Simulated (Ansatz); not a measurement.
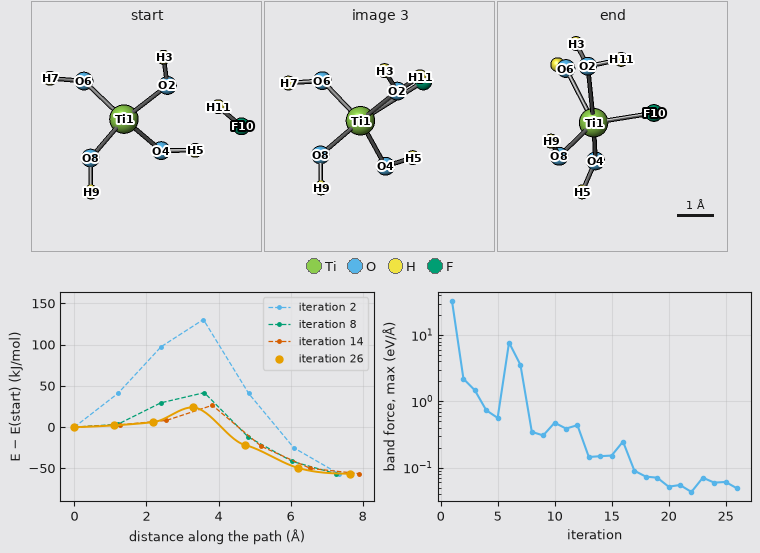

A search for the minimum-energy path of TiH5O4F by the nudged elastic band. Images are numbered from 0 (start) to 6 (end). The plot follows the band through its iterations. Style: ball-and-stick. Shown face on.

All numbers below come from RKS B3LYP-D4/def2-SVP in Ansatz 0.2.0. Settings: 5 movable images; climbing image; force threshold 0.05 eV/Å; iteration limit 60; starting path through a guess of the saddle point.

**How did the profile develop, and is the result final?**

The result is final at these settings. The band converged in 26 iterations. The largest component of the band force went from 32 to 0.049 eV/Å. The climbing image converged on the top of the path. Its vibrational analysis gives one imaginary mode (532i cm⁻¹), as a transition state must have. The first iteration put the highest image at 576.2 kJ/mol. The highest point, image 3, lies 23.9 kJ/mol above the start and 80.4 kJ/mol above the end; the end is at −56.6 kJ/mol relative to the start.

Cost: 4.9 min on 4 threads of Arm Neoverse V2, with other jobs on the host, peak memory 0.37 GiB.
